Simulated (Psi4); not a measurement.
# SiH3F (SMILES F[SiH3]) at HF/3-21G

Aim: the vertical singlet–triplet gap of SiH3F at HF/3-21G, from 2 runs. 

The calculation is run with Psi4 1.11.

2 further runs of the same task are left out: 2 set aside as unsound or not needed.

## (1) Starting point

SiH3F has 5 atoms, charge 0, and is taken as a singlet. As SMILES, `F[SiH3]`. The coordinates come from a PBE0-D4/def2-TZVP relaxation.

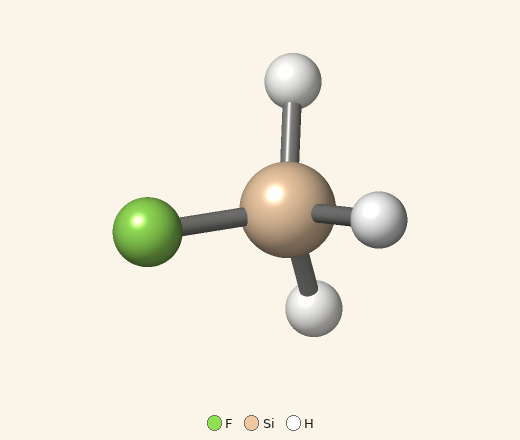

The structure, seen from a chosen angle (fluorine green, silicon light orange, hydrogen white).

## (2) Energy and gradient at HF/3-21G

fh3si.xyz

```xyz
5
FH3Si
F     -1.274600     0.162800     0.858000
Si     0.043300    -0.019300    -0.030700
H     -0.367800    -0.192600    -1.443700
H      0.768600    -1.217900     0.451600
H      0.880500     1.193400     0.123400
```

job.py

```python
import psi4

psi4.set_memory('1600 MB')
psi4.set_num_threads(1)
psi4.core.set_output_file('run.log', False)

with open('fh3si.xyz') as f:
    atoms = ''.join(f.readlines()[2:])
mol = psi4.geometry('0 1\n' + atoms + 'symmetry c1\nno_reorient\nno_com')

psi4.set_options({
    'reference': 'rhf',
    'puream': True,
    'e_convergence': 1e-09,
    'd_convergence': 1e-08,
    'scf_type': 'pk',
})

energy_value, wavefunction = psi4.gradient("scf/3-21G", return_wfn=True)
psi4.oeprop(wavefunction, "MAYER_INDICES", "MULLIKEN_CHARGES", "QUADRUPOLE", title="SCF")
print('gradient / Eh bohr^-1')
print(energy_value.np.round(6))
print(f'energy = {wavefunction.energy():.10f} Eh')
```

The run is started by

```bash
python job.py
```

run.log:

```text
[...]
  Running in c1 symmetry.
[...]
  Nuclear repulsion =   63.042807224251995
[...]
  Multiplicity = 1
[...]
  Nalpha       = 13
  Nbeta        = 13
[...]
    Number of basis functions: 28
[...]
   @RHF iter   1:  -388.03974385817668   -6.79030e-01   9.96734e-03 DIIS/ADIIS
[...]
   @RHF iter   9:  -388.07290656836972   -3.18323e-12   5.36188e-09 DIIS
[...]
    Orbital Energies [Eh]
    ---------------------
    Doubly Occupied:
       1A    -68.351847     2A    -26.126780     3A     -6.159484
       4A     -4.255574     5A     -4.255283     6A     -4.255283
       7A     -1.556140     8A     -0.766772     9A     -0.636341
      10A     -0.636339    11A     -0.616075    12A     -0.487468
      13A     -0.487450
[...]
  @RHF Final Energy:  -388.07290656836972
   => Energetics <=
    Nuclear Repulsion Energy =             63.0428072242519946
    One-Electron Energy =                -665.0497533511784241
    Two-Electron Energy =                 213.9340395585567194
    Total Energy =                       -388.0729065683697172
[...]
  -Total Gradient:
     Atom            X                  Y                   Z
    ------   -----------------  -----------------  -----------------
       1        0.024986844200    -0.003454571781    -0.016851472958
       2       -0.020020300882     0.002779817981     0.013545370321
       3       -0.002749108033     0.000057205241    -0.000497413525
       4       -0.001185503882    -0.001338442914     0.002125448624
       5       -0.001031931403     0.001955991473     0.001678067538
[...]
 Multipole Moments:
 ------------------------------------------------------------------------------------
     Multipole            Electronic (a.u.)      Nuclear  (a.u.)        Total (a.u.)
 ------------------------------------------------------------------------------------
 L = 1.  Multiply by 2.5417464519 to convert [e a0] to [Debye]
 Dipole X            :         18.7083877          -18.1109462            0.5974415
 Dipole Y            :         -1.9304414            1.8479632           -0.0824783
 Dipole Z            :        -12.5414032           12.1386558           -0.4027474
 Magnitude           :                                                    0.7252203
 L = 2.  Multiply by 1.3450342976 to convert [e a0^2] to [Debye ang]
 Quadrupole XX       :        -74.5030105           57.6691186          -16.8338919
 Quadrupole XY       :          6.2638293           -6.0482930            0.2155363
[...]
  Mulliken Charges: (a.u.)
   Center  Symbol    Alpha    Beta     Spin     Total
       1     F     4.76460  4.76460  0.00000 -0.52919
       2    SI     6.37974  6.37974  0.00000  1.24051
       3     H     0.61855  0.61855  0.00000 -0.23710
       4     H     0.61856  0.61856  0.00000 -0.23711
       5     H     0.61855  0.61855  0.00000 -0.23711
   Total alpha = 13.00000, Total beta = 13.00000, Total charge =  0.00000
  Mayer Bond Indices:
[...]
```

On the terminal:

```text
Memory set to   1.490 GiB by Python driver.
  Threads set to 1 by Python driver.
gradient / Eh bohr^-1
[[ 2.4987e-02 -3.4550e-03 -1.6851e-02]
 [-2.0020e-02  2.7800e-03  1.3545e-02]
 [-2.7490e-03  5.7000e-05 -4.9700e-04]
 [-1.1860e-03 -1.3380e-03  2.1250e-03]
 [-1.0320e-03  1.9560e-03  1.6780e-03]]
energy = -388.0729065684 Eh
```

It took 2.8 s on 1 thread of AMD EPYC 7R43 (Zen 3), shared host; peak memory 0.18 GiB.

## (3) The triplet: the energy at UHF/3-21G

calc.inp

```
memory 1600 MB

molecule {
  0 3
  F
  Si 1 r2
  H 2 r3 1 a3
  H 2 r4 3 a4 1 d4
  H 2 r5 4 a5 3 d5

  r2 = 1.59994
  r3 = 1.481757
  a3 = 108.32834
  r4 = 1.48166
  a4 = 110.58575
  d4 = 118.57536
  r5 = 1.481652
  a5 = 110.58883
  d5 = -122.84593
  symmetry c1
  no_reorient
  no_com
}

set reference uhf
set puream true
set e_convergence 1e-09
set d_convergence 1e-08
set scf_type pk
set maxiter 200

e_tot, wfn = energy('hf/3-21G', return_wfn=True)
oeprop(wfn, 'QUADRUPOLE', 'MULLIKEN_CHARGES', 'DIPOLE', title='HF')
```

The run is started by

```bash
psi4 calc.inp calc.out -n 1
```

calc.out, cut to the lines that bear on the results:

```text
[...]
  Running in c1 symmetry.
[...]
  Nuclear repulsion =   63.042811053705492
[...]
  Multiplicity = 3
[...]
  Nalpha       = 14
  Nbeta        = 12
[...]
    Number of basis functions: 28
[...]
   @UHF iter   1:  -387.66571300968184   -3.04999e-01   1.15099e-02 ADIIS/DIIS
[...]
   @UHF iter  33:  -387.72845550988370   -1.70530e-13   4.27092e-09 DIIS
[...]
   @S^2 Observed:                2.011720142E+00
[...]
  @UHF Final Energy:  -387.72845550988370
   => Energetics <=
    Nuclear Repulsion Energy =             63.0428110537054920
    One-Electron Energy =                -664.2212819309984297
    Two-Electron Energy =                 213.4500153674092360
    Total Energy =                       -387.7284555098837018
  UHF NO Occupations:
  HONO-2 :   12  A 1.9951853
  HONO-1 :   13  A 1.0000000
[...]
 Multipole Moments:
 ------------------------------------------------------------------------------------
     Multipole            Electronic (a.u.)      Nuclear  (a.u.)        Total (a.u.)
 ------------------------------------------------------------------------------------
 L = 1.  Multiply by 2.5417464519 to convert [e a0] to [Debye]
 Dipole X            :         -0.0004000           -0.0000732           -0.0004732
 Dipole Y            :         -0.8603736           -0.0001373           -0.8605110
 Dipole Z            :         -3.3517604            3.9160632            0.5643028
 Magnitude           :                                                    1.0290369
 L = 2.  Multiply by 1.3450342976 to convert [e a0^2] to [Debye ang]
 Quadrupole XX       :        -26.4710521           10.5964329          -15.8746192
 Quadrupole XY       :         -0.0014604            0.0002520           -0.0012085
[...]
  Mulliken Charges: (a.u.)
   Center  Symbol    Alpha    Beta     Spin     Total
       1     F     4.77877  4.64974  0.12903 -0.42850
       2    SI     7.22219  6.30379  0.91839  0.47402
       3     H     0.80237  0.05208  0.75029  0.14555
       4     H     0.59847  0.49697  0.10149 -0.09544
       5     H     0.59821  0.49742  0.10080 -0.09563
   Total alpha = 14.00000, Total beta = 12.00000, Total charge =  0.00000
    Psi4 run time: 0:00:01.28
```

Wall time 3 s (1 thread of AMD EPYC 7R43 (Zen 3), shared host); peak memory 0.17 GiB.

## (4) Results

Level: HF/3-21G.

| quantity | value |
| --- | --- |
| singlet: total energy | -388.07291 Eh |
| singlet: dipole moment | 1.84 D |
| singlet: HOMO energy | -13.26 eV |
| singlet: LUMO energy | 4.09 eV |
| singlet: HOMO–LUMO gap | 17.36 eV |
| singlet: largest force on an atom | 1.560 eV/Å |
| triplet: total energy | -387.72846 Eh |
| triplet: dipole moment | 2.62 D |
| triplet: HOMO energy (highest over α and β) | -3.37 eV |
| triplet: ⟨S²⟩ | 2.012 |
| vertical energy of the triplet above the singlet | 9.373 eV |

In words: At this shape the triplet lies 9.37 eV (904 kJ/mol) above the singlet. The largest force (singlet) is 1.56 eV/Å: the shape isn't a stationary point for this species at this level.
